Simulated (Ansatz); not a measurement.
Cl$_{8}$K$_{7}$Sc (defect cell, 16 atoms in the cell), run with Ansatz.

```
crystal:
  lattice:
    - [12.487268, 0.000000, 0.000000]
    - [0.000000, 6.243634, 0.000000]
    - [0.000000, 0.000000, 6.243634]
  atoms:
    - { symbol: Cl, position: [0.249000, 0.002204, 0.004409] }
    - { symbol: Cl, position: [0.752446, 0.002436, 0.003398] }
    - { symbol: Cl, position: [0.001125, 0.503906, 0.000941] }
    - { symbol: Cl, position: [0.499166, 0.498632, 0.003449] }
    - { symbol: Cl, position: [0.001175, 0.999714, 0.499651] }
    - { symbol: Cl, position: [0.498841, 0.996091, 0.497295] }
    - { symbol: Cl, position: [0.251993, 0.499041, 0.497434] }
    - { symbol: Cl, position: [0.748972, 0.499682, 0.501223] }
    - { symbol: K, position: [0.002886, 0.998138, 0.996748] }
    - { symbol: K, position: [0.499605, 0.001078, 0.999712] }
    - { symbol: K, position: [0.250006, 0.499119, 0.999981] }
    - { symbol: K, position: [0.747196, 0.501717, 0.999059] }
    - { symbol: K, position: [0.251225, 0.996674, 0.504807] }
    - { symbol: K, position: [0.748515, 0.001222, 0.498072] }
    - { symbol: K, position: [0.004366, 0.502637, 0.503480] }
    - { symbol: Sc, position: [0.502061, 0.499495, 0.497146] }
kpoints:
  mp_grid: { grid: [2, 2, 2], shift: [0.5, 0.5, 0.5] }
hamiltonian:
  xc: pbesol
scf:
  occupations: { method: fermi_dirac, width: 0.01 }
  max_iter: 6
output:
  forces: true
  eigenvalues: true
  stress: true
```

Command:
```bash
ansatz run in.yaml --threads 7 --pin off --max-ram 13300MiB --runs-dir r --events-out ev --progress --plain
```

Will this run converge, and how?

Answer. Not converged after 6 iterations. The residual never comes down: it stays between about 1.3 and 2.

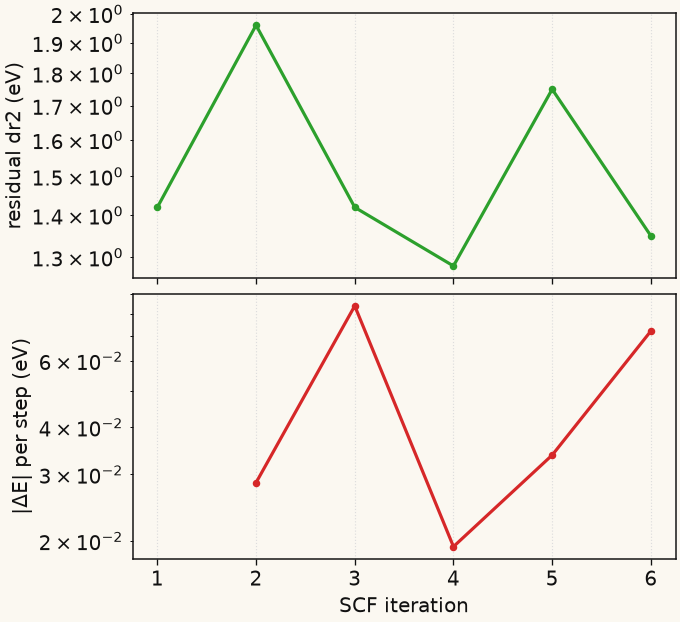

SCF iterations of a calculation: density residual dr2, step-to-step change of the Harris–Foulkes energy. The starting density is a sum of atomic densities corrected by a trained network.
